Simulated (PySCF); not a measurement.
CH₂NSi (SMILES N#C[SiH2]) (doublet)

```xyz
5

C    -0.9249   -0.0042    0.4424
N    -1.9594    0.5260    0.4636
Si    0.7245   -0.8048    0.2883
H     0.5932   -2.2709    0.5053
H     1.6934   -0.1371    1.1989
```

Geometry: PBE0-D3(BJ)/def2-SVP.

Level of theory: PySCF 2.14.0, Gaussian-basis quantum chemistry of an isolated molecule with PySCF, energy and nuclear gradient, functional PBE0.

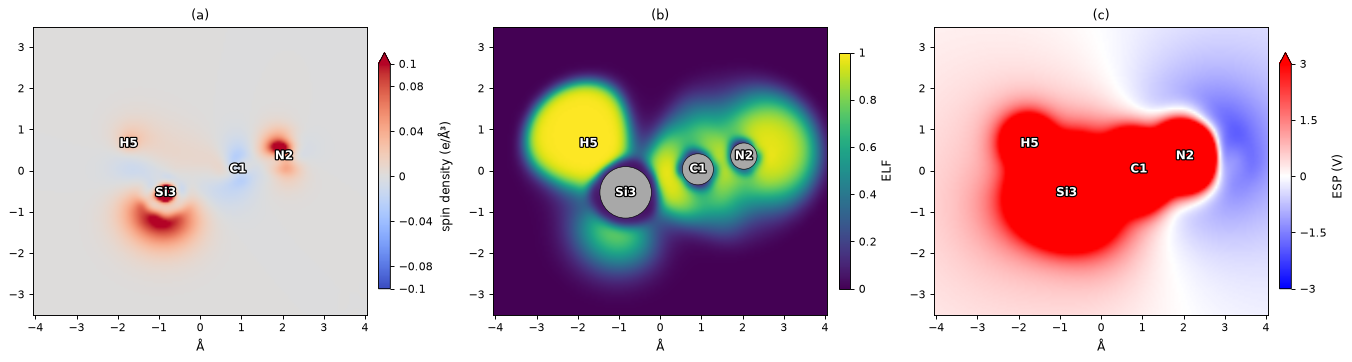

Figure 1. (a) spin density; (b) electron localisation function; (c) electrostatic potential on the plane of atoms C1, Si3 and H5. Grey discs cover the atomic cores in the ELF map.

Question: Describe what can be read from this map.

Answer: Atoms in the plane: C, N, Si and H.
C–N (1.16 Å): the ELF peaks at about 0.85 between the atoms (a multiple bond).
C–Si (1.84 Å): the ELF peaks at about 0.95 between the atoms; localised, covalent bonding.
Si–H (1.49 Å): the ELF climbs to about 1 towards the hydrogen, as it does in any bond to H.
The ELF also peaks beside N2, away from the bonds: non-bonding electrons, paired or unpaired.
The unpaired spin (1 electron) lies mostly on Si3 (about 0.8) and N2 (about 0.1), in electrons by Hirshfeld's partition.
Outside the dense part of the molecule the potential is most negative (−1.9 V) near N2.

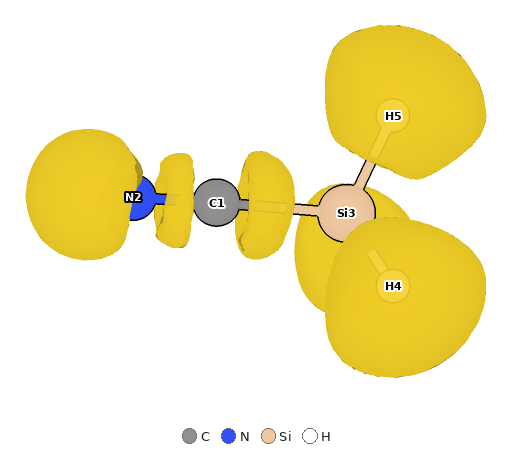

Figure 2. Isosurface of the ELF at 0.8 (yellow), seen at a tilt. Only the valence region is drawn (cores and ρ < 0.01 e/Å³ removed).

Question: Where are the electrons localised?

Answer: The ELF exceeds this value in one region between bonded C–N atoms (shared pairs), one region between bonded C–Si atoms (shared pairs), two regions around hydrogen nuclei, one lobe on N, pointing away from the bonds (non-bonding electrons) and one lobe on Si, pointing away from the bonds (non-bonding electrons).

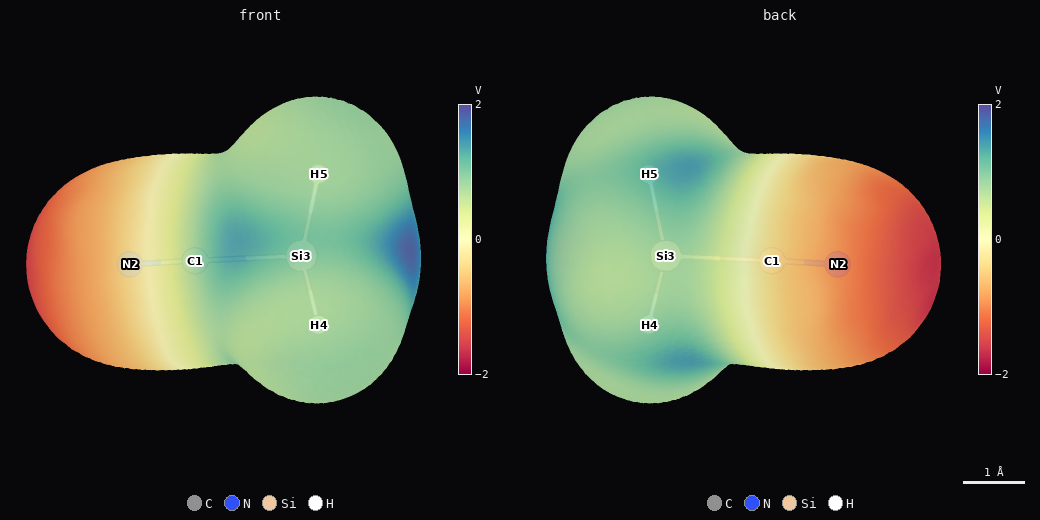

Figure 3. The molecular electrostatic potential painted on the density surface at 0.002 e/bohr³, seen from the front and from behind; the colour scale runs from red (negative) to blue (positive).

Question: Which sites attract a positive test charge, and which a negative one?

Answer: A positive charge is drawn to the negative regions and a negative charge to the positive ones. The most negative region (about −1.6 V, or −37 kcal/mol for a unit charge) lies over N2, the most positive (about +1.8 V, or +42 kcal/mol for a unit charge) over Si3. N2 is the likeliest acceptor of a hydrogen bond.
